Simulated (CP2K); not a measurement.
**HfHCl3O (SMILES [OH][Hf]([Cl])([Cl])[Cl]) at PM6**

Aim: the energy change on altering one bond length of HfHCl3O at PM6, from 2 runs. 

Program for the calculation: CP2K 2026.2.

2 further runs of the same task are left out: 1 that didn't finish, 1 set aside as unsound or not needed.

## 1. The molecule

The species is HfHCl3O (6 atoms), meant as a singlet with charge 0. As SMILES, `[OH][Hf]([Cl])([Cl])[Cl]`. Geometry: a GFN2-xTB relaxation, a rough one for these elements and not checked as a minimum.

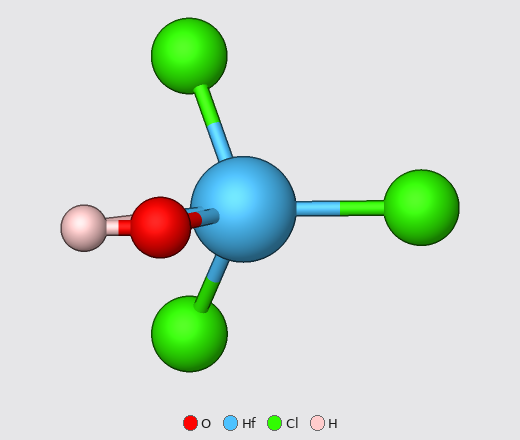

The structure, seen from a chosen angle (oxygen red, hafnium blue, chlorine green, hydrogen pink).

## 2. Energy and forces at PM6

run.inp reads:

```
&GLOBAL
   PROJECT run
   RUN_TYPE ENERGY_FORCE
   PRINT_LEVEL MEDIUM
&END GLOBAL

&FORCE_EVAL
   METHOD QS
   &DFT
      &QS
         METHOD PM6
         EPS_DEFAULT 1.0E-10
         &SE
            &COULOMB
               CUTOFF [angstrom] 50
               RC_RANGE [angstrom] 0
            &END COULOMB
            &EXCHANGE
               CUTOFF [angstrom] 50
               RC_RANGE [angstrom] 0
            &END EXCHANGE
         &END SE
      &END QS
      &POISSON
         PERIODIC NONE
         POISSON_SOLVER ANALYTIC
      &END POISSON
      &SCF
         SCF_GUESS ATOMIC
         EPS_SCF 1.0E-07
         MAX_SCF 80
         &DIAGONALIZATION
            ALGORITHM STANDARD
         &END DIAGONALIZATION
         &MIXING
            METHOD DIRECT_P_MIXING
            ALPHA 0.4
         &END MIXING
      &END SCF
      &PRINT
         &MOMENTS
            PERIODIC F
            REFERENCE COM
            MAX_MOMENT 1
         &END MOMENTS
         &MO ON
            ENERGIES T
            OCCUPATION_NUMBERS T
            NDIGITS 6
            &EACH
               QS_SCF 0
            &END EACH
            ADD_LAST NUMERIC
         &END MO
         &HIRSHFELD OFF
         &END HIRSHFELD
      &END PRINT
   &END DFT
   # atoms, cell and kinds
   &SUBSYS
      &CELL
         ABC 13.3 12.9 13.8
         PERIODIC NONE
      &END CELL
      &COORD
         O     -0.545910     0.556920     1.356550
         Hf     0.142870     0.178140    -0.299320
         Cl     1.813260    -1.272870     0.081650
         Cl    -1.438070    -1.039000    -1.327910
         Cl     0.887130     1.677130    -1.797910
         H     -0.859280    -0.100320     1.986930
      &END COORD
      &TOPOLOGY
         &CENTER_COORDINATES
         &END CENTER_COORDINATES
      &END TOPOLOGY
   &END SUBSYS
   # extra output
   &PRINT
      &FORCES ON
      &END FORCES
   &END PRINT
&END FORCE_EVAL
```

Run with:

```sh
$ OMP_NUM_THREADS=1 cp2k.psmp run.inp > run.out
```

The log of the run (excerpt; [...] marks lines left out):

```text
CP2K| version string:                                       CP2K version 2026.2
[...]
 GLOBAL| Method name                                                        CP2K
[...]
 GLOBAL| Run type                                                   ENERGY_FORCE
[...]
                             - Atoms:                                          6
[...]
                             - Spherical basis functions:                     41
[...]
 Number of electrons:                                                         32
[...]
     1 P_Mix/Diag. 0.40E+00    0.0     0.95101044       -37.7227457538 -3.77E+01
[...]
    18 DIIS/Diag.  0.30E-07    0.0     0.00000003       -41.9596211362 -6.39E-14
  *** SCF run converged in    18 steps ***
  Core-core repulsion energy [eV]:                           1710.47284095484883
  Core Hamiltonian energy [eV]:                             -1826.79088218836637
  Two-electron integral energy [eV]:                        -2050.92263195779651
  Electronic energy [eV]:                                   -2852.25219816726485
  Total energy [eV]:                                        -1141.77935721241579
  Atomic reference energy [eV]:                              1133.16172650555450
  Heat of formation [kcal/mol]:                              -198.72730085834300
[...]
 SE_DIPOLE| Moment [Debye]          0.36747045       1.56473269      -0.60360917
 SE_DIPOLE| Derivative [a.u.]       0.00000000       0.00000000       0.00000000
 ENERGY| Total FORCE_EVAL ( QS ) energy [hartree]            -41.959621136185518
 FORCES| Atomic forces [hartree/bohr]
 FORCES|   Atom     x               y               z               |f|
 FORCES|      1  3.01569944E-03  8.71905238E-03 -5.77699333E-03   1.08853098E-02
 FORCES|      2  1.45903243E-02  4.96120501E-03 -3.28775727E-02   3.63101350E-02
 FORCES|      3  2.95692475E-02 -2.33632634E-02  7.78175932E-03   3.84803619E-02
 FORCES|      4 -2.86550917E-02 -1.94372471E-02 -1.72378478E-02   3.86789897E-02
 FORCES|      5  9.76561147E-03  3.38490410E-02 -1.69408411E-02   3.90911351E-02
 FORCES|      6 -2.82857910E-02 -4.72878800E-03  6.50514956E-02   7.10925066E-02
 FORCES| Sum     3.81639165E-16  2.49800181E-16 -1.94289029E-16
 FORCES| Total atomic force                                       4.95778992E-16
[...]
```

It took 1.2 s on 1 thread of Intel Xeon Platinum 8488C (Sapphire Rapids), shared host; peak memory 0.19 GiB.

## 3. The distorted shape, same level

gas.inp reads:

```
&GLOBAL
 PROJECT_NAME gas
 RUN_TYPE ENERGY_FORCE
 PRINT_LEVEL MEDIUM
&END GLOBAL
&FORCE_EVAL
 METHOD Quickstep
 &DFT
  CHARGE 0
  MULTIPLICITY 1
  &QS
   METHOD PM6
   EPS_DEFAULT 1.0E-10
   &SE
    &COULOMB
     CUTOFF [angstrom] 50
     RC_RANGE [angstrom] 0
    &END COULOMB
    &EXCHANGE
     CUTOFF [angstrom] 50
     RC_RANGE [angstrom] 0
    &END EXCHANGE
   &END SE
  &END QS
  # no periodic images
  &POISSON
   PERIODIC NONE
   POISSON_SOLVER ANALYTIC
  &END POISSON
  &SCF
   SCF_GUESS ATOMIC
   EPS_SCF 1.0E-07
   MAX_SCF 80
   &DIAGONALIZATION
    ALGORITHM STANDARD
   &END DIAGONALIZATION
   &MIXING
    METHOD DIRECT_P_MIXING
    ALPHA 0.4
   &END MIXING
  &END SCF
  # extra output
  &PRINT
   &MOMENTS
    PERIODIC F
    REFERENCE COM
    MAX_MOMENT 1
   &END MOMENTS
   &MO ON
    ENERGIES T
    OCCUPATION_NUMBERS T
    NDIGITS 6
    &EACH
     QS_SCF 0
    &END EACH
    ADD_LAST NUMERIC
   &END MO
   &HIRSHFELD OFF
   &END HIRSHFELD
  &END PRINT
 &END DFT
 # structure
 &SUBSYS
  # vacuum box
  &CELL
   ABC [angstrom] 13.3 12.9 13.6
   PERIODIC NONE
  &END CELL
  &COORD
   O     -0.477040     0.519047     1.190983
   Hf     0.142870     0.178140    -0.299320
   Cl     1.813260    -1.272870     0.081650
   Cl    -1.438070    -1.039000    -1.327910
   Cl     0.887130     1.677130    -1.797910
   H     -0.790410    -0.138193     1.821363
  &END COORD
  &TOPOLOGY
   &CENTER_COORDINATES
   &END CENTER_COORDINATES
  &END TOPOLOGY
 &END SUBSYS
 # extra output
 &PRINT
  &FORCES ON
  &END FORCES
 &END PRINT
&END FORCE_EVAL
```

Run with:

```sh
$ OMP_NUM_THREADS=1 cp2k.psmp -i gas.inp -o gas.out
```

The log of the run (excerpt; [...] marks lines left out):

```text
CP2K| version string:                                       CP2K version 2026.2
[...]
 GLOBAL| Method name                                                        CP2K
[...]
 GLOBAL| Run type                                                   ENERGY_FORCE
[...]
                             - Atoms:                                          6
[...]
                             - Spherical basis functions:                     41
[...]
 Number of electrons:                                                         32
[...]
     1 P_Mix/Diag. 0.40E+00    0.0     0.98422849       -37.5156842314 -3.75E+01
[...]
    18 DIIS/Diag.  0.35E-07    0.0     0.00000004       -41.9109158640 -1.42E-13
  *** SCF run converged in    18 steps ***
  Core-core repulsion energy [eV]:                           1742.14445860961268
  Core Hamiltonian energy [eV]:                             -1828.06187378335039
  Two-electron integral energy [eV]:                        -2109.07320836157987
  Electronic energy [eV]:                                   -2882.59847796414033
  Total energy [eV]:                                        -1140.45401935452742
  Atomic reference energy [eV]:                              1133.16172650555450
  Heat of formation [kcal/mol]:                              -168.16428137158070
[...]
 SE_DIPOLE| Moment [Debye]          0.71380858       1.25801578      -1.45618173
 SE_DIPOLE| Derivative [a.u.]       0.00000000       0.00000000       0.00000000
 ENERGY| Total FORCE_EVAL ( QS ) energy [hartree]            -41.910915863977529
 FORCES| Atomic forces [hartree/bohr]
 FORCES|   Atom     x               y               z               |f|
 FORCES|      1 -4.39181120E-02  4.28506161E-02  1.08275210E-01   1.24452790E-01
 FORCES|      2  7.93147613E-02 -1.18340158E-02 -1.85619970E-01   2.02202000E-01
 FORCES|      3  3.41544204E-02 -2.73177641E-02  8.68438409E-03   4.45892722E-02
 FORCES|      4 -3.28647360E-02 -2.27337773E-02 -2.01490460E-02   4.47537659E-02
 FORCES|      5  1.03846597E-02  3.57346155E-02 -1.81074335E-02   4.13845750E-02
 FORCES|      6 -4.70709933E-02 -1.66996743E-02  1.06916856E-01   1.18007507E-01
 FORCES| Sum     1.24900090E-16  1.94289029E-16  2.77555756E-17
 FORCES| Total atomic force                                       2.32634115E-16
[...]
```

Run time: 0.99 s. Hardware: 1 thread of Intel Xeon Platinum 8488C (Sapphire Rapids), shared host; peak memory 0.19 GiB.

## 4. Summary of results

Level: PM6.

```
                                                          quantity            value
                                         first shape: total energy     -41.95962 Eh
                                        first shape: dipole moment           1.72 D
                                          first shape: HOMO energy        -10.75 eV
            first shape: heat of formation at this unrelaxed shape  -198.7 kcal/mol
                             first shape: largest force on an atom       3.656 eV/Å
                                     distorted shape: total energy     -41.91092 Eh
                                    distorted shape: dipole moment           2.05 D
                                      distorted shape: HOMO energy        -10.67 eV
        distorted shape: heat of formation at this unrelaxed shape  -168.2 kcal/mol
                         distorted shape: largest force on an atom      10.398 eV/Å
energy change with the O1–Hf2 bond shortened from 1.833 to 1.650 Å         1.325 eV
```

**Reading.** With the O1–Hf2 bond shortened from 1.833 to 1.650 Å the energy rises by 1.33 eV (128 kJ/mol). The first shape isn't relaxed at this level, so the change isn't measured from a minimum. The largest force (first shape) is 3.66 eV/Å: the shape isn't a stationary point for this species at this level.
